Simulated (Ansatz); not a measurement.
System: AlBSb₃P₂.

```cif
data_structure
_symmetry_space_group_name_H-M 'P 1'
_symmetry_Int_Tables_number 1
_cell_length_a 3.3392
_cell_length_b 3.4452
_cell_length_c 27.2057
_cell_angle_alpha 90.000
_cell_angle_beta 90.000
_cell_angle_gamma 90.000
_cell_volume 312.98
loop_
_atom_site_label
_atom_site_type_symbol
_atom_site_fract_x
_atom_site_fract_y
_atom_site_fract_z
_atom_site_occupancy
Al1 Al 0.50000 0.00000 0.88381 1
Al2 Al 0.50000 0.50000 0.38381 1
B1 B 0.00000 0.50000 0.78494 1
B2 B 0.00000 0.00000 0.28494 1
Sb1 Sb 0.50000 0.00000 0.67417 1
Sb2 Sb 0.50000 0.50000 0.17417 1
Sb3 Sb 0.50000 0.50000 0.57347 1
Sb4 Sb 0.50000 0.00000 0.07347 1
Sb5 Sb 0.50000 0.50000 0.96193 1
Sb6 Sb 0.50000 0.00000 0.46193 1
P1 P 0.50000 0.50000 0.74466 1
P2 P 0.50000 0.00000 0.24466 1
P3 P 0.00000 0.00000 0.82495 1
P4 P 0.00000 0.50000 0.32495 1
```

Space group Amm2; a generated structure, not necessarily the stable one; changed on purpose from its base cell (the structure that the rattled cell fell into); computed without spin polarisation.

Theory: DFT PBE, scalar-relativistic, plane waves, PAW (Ansatz).

**Predict the valence pseudo-density and electron localisation function between the atoms.**

B–P (2.00 Å): ρ is about 0.83 e/Å³ halfway; the ELF peaks at about 0.95 between the atoms.
Al–P (2.31 Å): the density is about 0.57 e/Å³ at the midpoint; the ELF peaks at about 0.95 between the atoms.

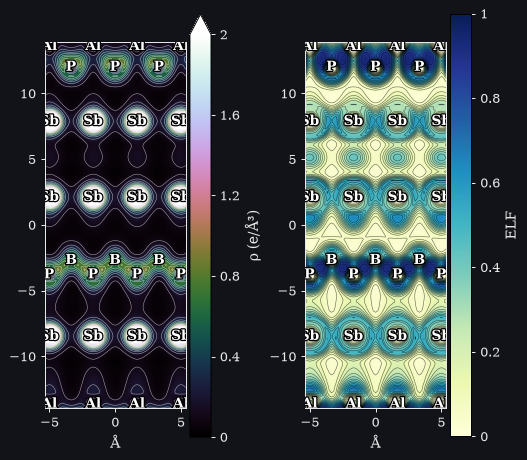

Computed valence pseudo-density and electron localisation function on the (010) plane of the conventional cell, in this order. 

The density is the valence pseudo-density of a PAW calculation; it isn't the true density close to the nuclei.
